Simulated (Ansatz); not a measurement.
# SiH2O (oxosilane) at PBE0/def2-TZVPP

What is the electronic atomisation energy of SiH2O (oxosilane) at PBE0/def2-TZVPP? 

The calculation is run with Ansatz 0.2.0.

50 further runs of the same task are left out: 50 set aside as unsound or not needed.

## 1. The molecule

The species is SiH2O (4 atoms), meant as a singlet with charge 0. As SMILES, `O=[SiH2]`. The shape is that of a PBE0-D4/def2-TZVP optimisation.

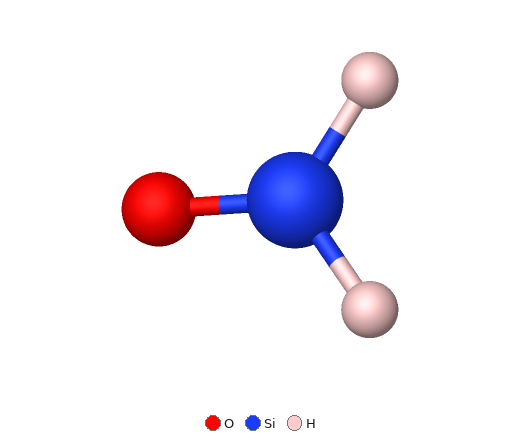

The structure, seen from a chosen angle (oxygen red, silicon blue, hydrogen pink).

## 2. A single-point energy at PBE0/def2-TZVPP

The input, in.yaml:

```yaml
crystal:
  periodic: [false, false, false]
  atoms:
    - {symbol: O, position_ang: [-0.283200, 0.413500, 1.469500]}
    - {symbol: Si, position_ang: [-0.006700, 0.009800, 0.034900]}
    - {symbol: H, position_ang: [0.439900, -1.346000, -0.376200]}
    - {symbol: H, position_ang: [-0.150000, 0.922700, -1.128300]}
basis:
  gaussian:
    orbitals: def2-TZVPP
output: {orbitals: {seedname: orbitals}}
hamiltonian:
  xc: pbe0
accuracy: high
```

Command:

```
$ ansatz run in.yaml --threads 1 --pin off --max-ram 3480MiB --events-out events.jsonl --progress --plain --runs-dir runs
```

The log of the run:

```text
Warning: RAYON_NUM_THREADS=1 ignored (pool sized by the plan → 1); use --threads N
Functional definition: PBE0
  name "PBE0"
  parameter a = 0.25
  parameter kappa = 0.804
  parameter beta = 0.06672455060314922
  exchange = (1 - a)*pbe_x(kappa = kappa, mu = beta*pi^2/3) + a*exact_x
  correlation = pbe_c(beta = beta)
1618 factors; integrals over basis functions are off by at most 3.1e-9 eV
mean field evaluation 1: about -9944.9619 eV, gradient 6.4e1 eV
mean field evaluation 2: about -9876.8842 eV, gradient 1.7e2 eV
mean field evaluation 4: about -9952.2253 eV, gradient 3.1e0 eV
mean field evaluation 8: about -9952.2424 eV, gradient 9.7e-2 eV
mean field evaluation 16: about -9952.2425 eV, gradient 6.9e-7 eV
mean field -9952.24245065 eV, -365.7381641893 hartree, gradient 4.6e-8 eV, S^2 0.000000; 0 other end points of the search recorded, 0 dependent functions left out
reference -9952.24245304 eV, -365.7381642770 hartree; 12, 12 occupied and 89, 89 virtual orbitals, 1618 factors
Total energy: -9952.24245304 eV, -365.7381642770 hartree
```

Wall time 3.9 s (1 thread of Arm Neoverse V2, shared host); peak memory 0.23 GiB.

## 3. The H atom at the same level

The input, molecule.yaml:

```yaml
crystal:
  periodic: [false, false, false]
  atoms:
    - {symbol: H, position_ang: [0.000000, 0.000000, 0.000000]}
basis:
  gaussian: {orbitals: def2-TZVPP}
magnetization: {spin_polarized: true, initial_magnetization: 1}
hamiltonian: {xc: pbe0}
accuracy: high
```

Run the same way, it converges to -0.50104 Eh (log not shown).

## 4. The O atom at the same level

The input, input.yaml:

```yaml
crystal:
  periodic: [false, false, false]
  atoms:
    - {symbol: O, position_ang: [0.000000, 0.000000, 0.000000]}
basis:
  gaussian: {orbitals: def2-TZVPP}
magnetization: {spin_polarized: true, initial_magnetization: 2}
hamiltonian: {xc: {name: PBE0}}
accuracy: high
```

Run the same way, it converges to -75.01860 Eh (log not shown).

## 5. The Si atom, same level

The input, run.yaml:

```yaml
crystal:
  periodic: [false, false, false]
  atoms:
    - symbol: Si
      position_ang: [0.000000, 0.000000, 0.000000]
basis:
  gaussian:
    orbitals: def2-TZVPP
magnetization:
  spin_polarized: true
  initial_magnetization: 2
hamiltonian:
  xc: {name: PBE0}
accuracy: high
```

Run the same way, it converges to -289.24948 Eh (log not shown).

## 6. Results

Level: PBE0/def2-TZVPP.

| quantity | value |
| --- | --- |
| molecule: total energy | -365.73816 Eh |
| molecule: HOMO energy | -8.28 eV |
| molecule: LUMO energy | -2.22 eV |
| molecule: HOMO–LUMO gap | 6.07 eV |
| H atom: total energy | -0.50104 Eh |
| H atom: ⟨S²⟩ | 0.750 |
| O atom: total energy | -75.01860 Eh |
| O atom: ⟨S²⟩ | 2.003 |
| Si atom: total energy | -289.24948 Eh |
| Si atom: ⟨S²⟩ | 2.006 |
| electronic atomisation energy | 12.735 eV |

In words: Taking the molecule apart into free atoms costs 12.74 eV (1229 kJ/mol), before zero-point energy and without spin-orbit coupling.
